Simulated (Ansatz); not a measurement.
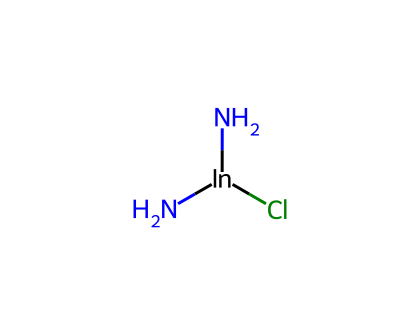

Skeletal drawing of a molecule.

**Give its SMILES.**

[NH2][In]([NH2])[Cl]

**Give the formula, hydrogens included.**

ClH4InN2.

The parts below concern this one geometry. Atoms keep their numbers from picture to picture. The computed structure is the end point of a PBE0-D4/def2-TZVP optimisation.

**Geometry**

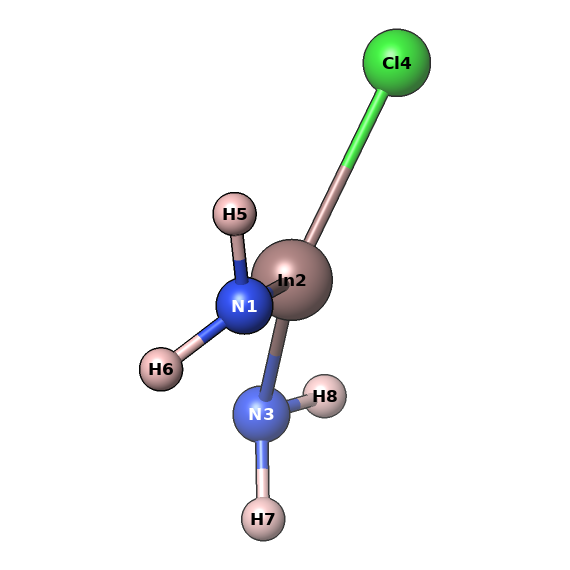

In2 lies behind N1. The molecule seen a little off the N1–In2 bond, N1 in front. Depth is shown by fading: the farther an atom, the more it takes the colour of the background.

**What is the torsion angle H5–N1–In2–Cl4? The sign is positive where the front bond must turn clockwise to cover the back bond.**

22°, synperiplanar.

**Charges**

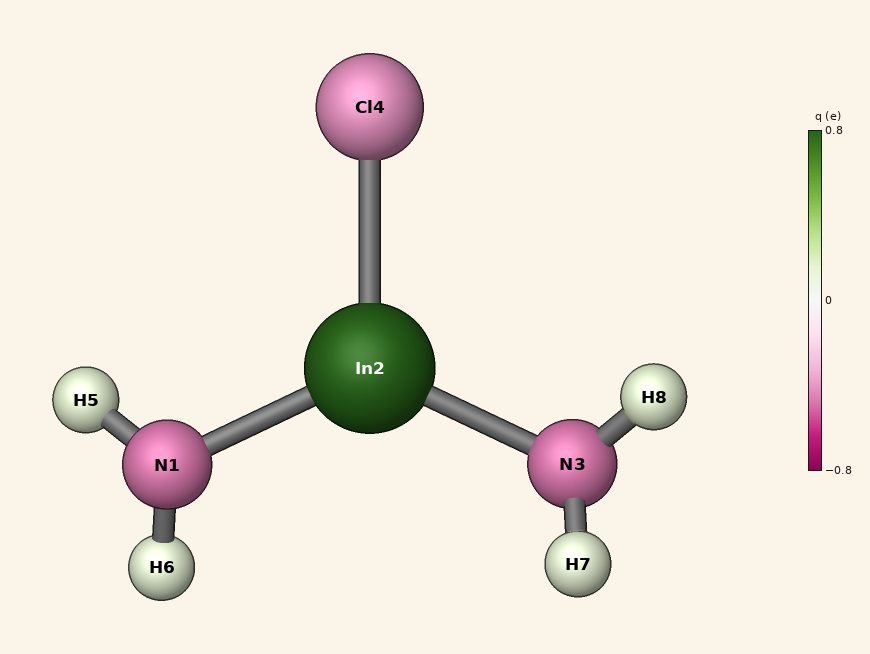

Atoms are coloured by their Mulliken charges. Method: RKS B3LYP-D4/def2-TZVPP, core potentials on In (Ansatz 0.2.0).

List the Mulliken charges.

```json
{"atom": "N1", "value (e)": "−0.47"}
{"atom": "In2", "value (e)": "0.79"}
{"atom": "N3", "value (e)": "−0.47"}
{"atom": "Cl4", "value (e)": "−0.41"}
{"atom": "H5", "value (e)": "0.14"}
{"atom": "H6", "value (e)": "0.13"}
{"atom": "H7", "value (e)": "0.13"}
{"atom": "H8", "value (e)": "0.14"}
```

**Dipole moment**

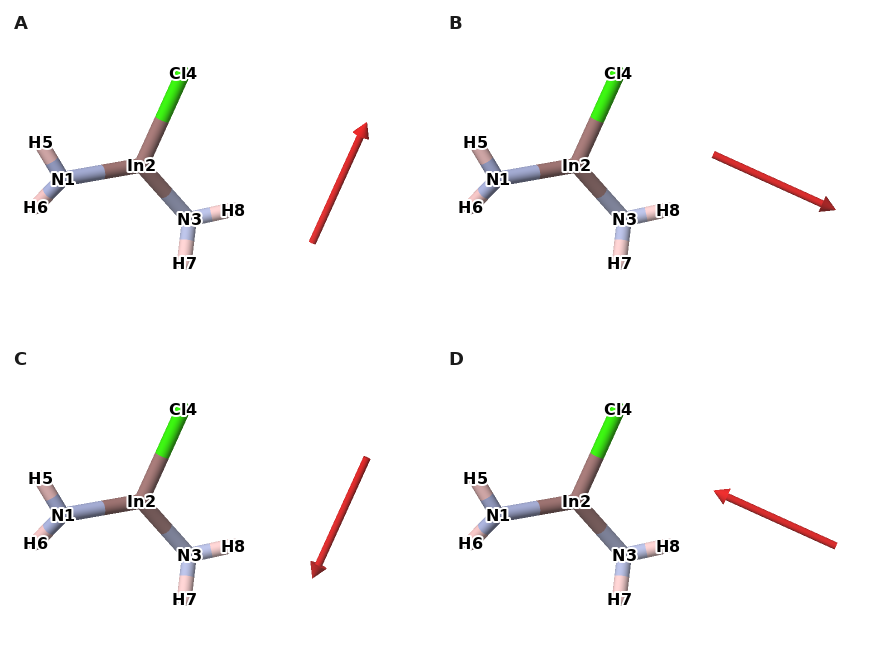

The same molecule four times, each with an arrow. Method: RKS PBE-D4/def2-TZVPP, core potentials on In (Ansatz 0.2.0).

**Which arrow points along the dipole moment, from the negative to the positive end?**

C. The dipole moment is 2.87 D; it points from the side of Cl4 to the side of H6, H7 (the outermost atoms at the two ends).

**Vibrations**

Harmonic vibrations computed with RKS PBE0-D4/def2-TZVP, core potentials on In (Ansatz 0.2.0) at a stationary point of the same level.

**How many vibrational modes are there, and where do they lie?**

18 modes: 103, 110, 136, 241, 270, 355, 433, 453, 608, 637, 779, 821, 1552, 1555, 3561, 3562, 3664, 3664 cm⁻¹.

Mulliken values depend strongly on the basis set and can even reverse the polarity of a bond.
